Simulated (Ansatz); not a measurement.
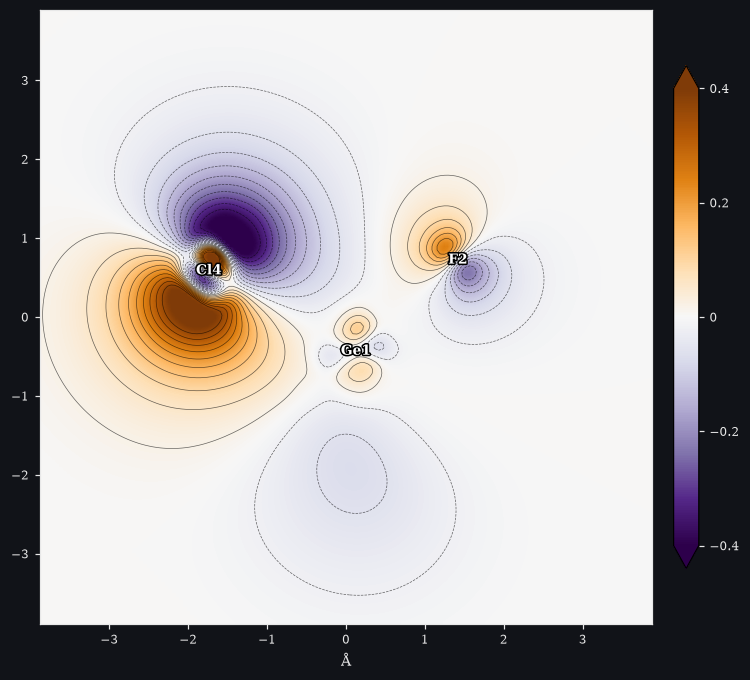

Cl2F2Ge (GeF2Cl2). The HOMO−1 on the plane of atoms F2, Ge1 and Cl4 (values in Å⁻³ᐟ²; the overall sign is arbitrary).

Geometry: PBE-D4/def2-SVP; not at a stationary point (largest force 0.9 eV/Å).

Computed with Ansatz, RKS PBE0-D4/def2-TZVP.

Input

```
crystal:
  periodic: [false, false, false]
  atoms:
    - {symbol: Ge, position_ang: [0.045735, -0.000237, 0.031893]}
    - {symbol: F, position_ang: [0.108619, -0.015362, 1.762857]}
    - {symbol: F, position_ang: [1.691759, 0.007494, -0.507522]}
    - {symbol: Cl, position_ang: [-0.926149, 1.775338, -0.627932]}
    - {symbol: Cl, position_ang: [-0.919973, -1.767233, -0.659297]}
basis:
  gaussian: {orbitals: def2-TZVP, initial_orbitals: start.molden}
hamiltonian: {xc: pbe0, dispersion: d4}
scf: {omitted_lower_state_checks: [starts]}
output: {forces: true, orbitals: {seedname: orbitals}}
```

Run with:

```sh
ansatz run in.yaml --threads 4 --pin off --events-out ev --progress --plain --max-ram 3916MiB
```

**What is the character of this orbital?**

By Hirshfeld shares it lies mainly on Cl4 (about 45 %) and Cl5 (about 45 %); largely a combination of lone pairs on Cl4 and Cl5. Its energy is −10.31 eV.
